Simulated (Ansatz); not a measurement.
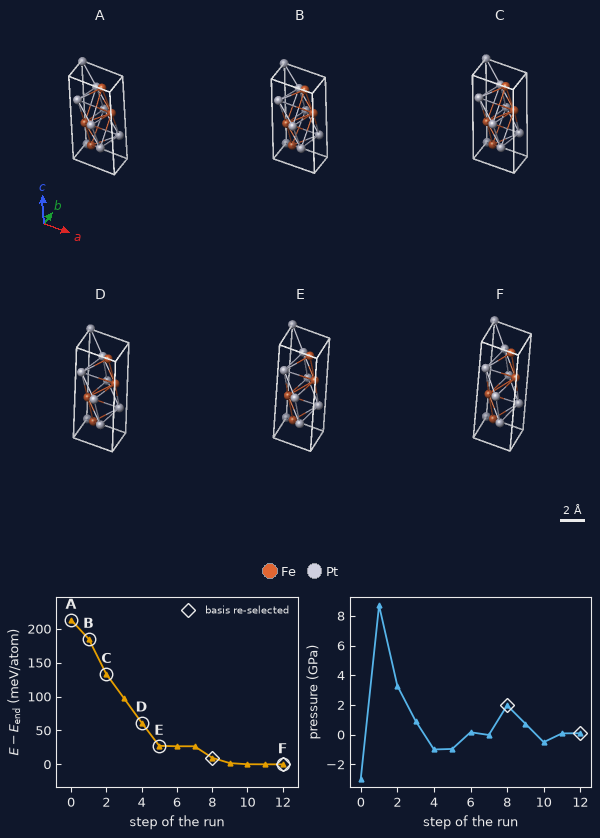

Frames of a relaxation of crystalline Fe2Pt3 (a generated structure, set up in P1) (coarse preliminary run), marked on the history of the run. The picture is a ball-and-stick view of the cell of the calculation, reduced to other axes, seen slightly off an axis. Lengths and directions refer to the drawn axes.

The calculation used Ansatz, DFT PBE, scalar-relativistic, plane waves, PAW. Settings: plane-wave cutoff 420 eV; k-point mesh 6 × 6 × 4; occupations gaussian; smearing width 0.2 eV; collinear spin; cell and atoms relaxed; force threshold 0.025 eV/Å; at most 60 steps.

What happens along the run?

Answer. The energy falls by 213 meV per atom in 10 accepted moves (12 points after the start). The largest force component goes from 1.5 to 0.012 eV/Å. The pressure goes from −2.97 to 0.10 GPa. The SCF was repeated twice at an unchanged geometry on a basis and grid sized afresh for the cell, which shifted the energy by 17.0 meV per atom at most. A Pt atom moves most relative to the cell: 0.18 Å roughly along [−1 1 0]. By element the largest moves are Pt 0.18 Å, Fe 0.17 Å. The volume changes by −4.6 %, with a 4.323 → 3.879 Å (−10.3 %), b 5.082 → 4.711 Å (−7.3 %), c 7.865 → 8.681 Å (+10.4 %), α 103.2° → 88.1°, β 93.3° → 90.0°, γ 114.0° → 114.3°. Near-neighbour distances that change, for instance: Fe–Pt 3.059 → 4.008 Å, Fe–Pt 3.124 → 4.008 Å, Fe–Pt 3.153 → 4.008 Å, Fe–Pt 3.201 → 4.008 Å. The space group (tolerance 0.01 Å) goes from P1 (No. 1) to C2/m (No. 12). The run took 9.2 min on 4 threads of AMD EPYC 9R45 96-Core Processor (Zen 5), with other jobs on the host, peak memory 1.9 GiB. From step 0 to 1: a Pt atom moves most (0.18 Å), volume −6.1 %, energy −28.1 meV per atom. From step 1 to 2: a Pt atom moves most (0.06 Å), volume +1.7 %, energy −51.8 meV per atom. From step 2 to 4: Fe and Pt atoms move most (0.08 Å), volume +0.8 %, energy −71.7 meV per atom. From step 4 to 5: Pt atoms move most (0.08 Å), volume −1.4 %, energy −34.4 meV per atom. From step 5 to 12: a Pt atom moves most (0.03 Å), volume +0.4 %, energy −27.3 meV per atom.

```json
{"step": "0", "E − E(0), meV/atom": "0.00", "largest force component, eV/Å": "1.5291", "pressure, GPa": "-2.97", "volume, Å³/atom": "15.142", "note": ""}
{"step": "1", "E − E(0), meV/atom": "-28.07", "largest force component, eV/Å": "1.5221", "pressure, GPa": "8.70", "volume, Å³/atom": "14.221", "note": ""}
{"step": "2", "E − E(0), meV/atom": "-79.92", "largest force component, eV/Å": "0.4154", "pressure, GPa": "3.29", "volume, Å³/atom": "14.468", "note": ""}
{"step": "3", "E − E(0), meV/atom": "-115.60", "largest force component, eV/Å": "0.2900", "pressure, GPa": "0.92", "volume, Å³/atom": "14.564", "note": ""}
{"step": "4", "E − E(0), meV/atom": "-151.60", "largest force component, eV/Å": "0.5740", "pressure, GPa": "-0.99", "volume, Å³/atom": "14.584", "note": ""}
{"step": "5", "E − E(0), meV/atom": "-185.96", "largest force component, eV/Å": "0.1477", "pressure, GPa": "-0.96", "volume, Å³/atom": "14.386", "note": ""}
{"step": "6", "E − E(0), meV/atom": "-186.56", "largest force component, eV/Å": "0.0082", "pressure, GPa": "0.17", "volume, Å³/atom": "14.311", "note": ""}
{"step": "7", "E − E(0), meV/atom": "-186.57", "largest force component, eV/Å": "0.0046", "pressure, GPa": "-0.02", "volume, Å³/atom": "14.321", "note": ""}
{"step": "8", "E − E(0), meV/atom": "-203.53", "largest force component, eV/Å": "0.0082", "pressure, GPa": "1.98", "volume, Å³/atom": "14.321", "note": "same geometry, new basis"}
{"step": "9", "E − E(0), meV/atom": "-211.44", "largest force component, eV/Å": "0.0317", "pressure, GPa": "0.74", "volume, Å³/atom": "14.397", "note": ""}
{"step": "10", "E − E(0), meV/atom": "-213.07", "largest force component, eV/Å": "0.0180", "pressure, GPa": "-0.50", "volume, Å³/atom": "14.488", "note": ""}
{"step": "11", "E − E(0), meV/atom": "-213.16", "largest force component, eV/Å": "0.0123", "pressure, GPa": "0.09", "volume, Å³/atom": "14.445", "note": ""}
{"step": "12", "E − E(0), meV/atom": "-213.24", "largest force component, eV/Å": "0.0122", "pressure, GPa": "0.10", "volume, Å³/atom": "14.445", "note": "same geometry, new basis"}
```
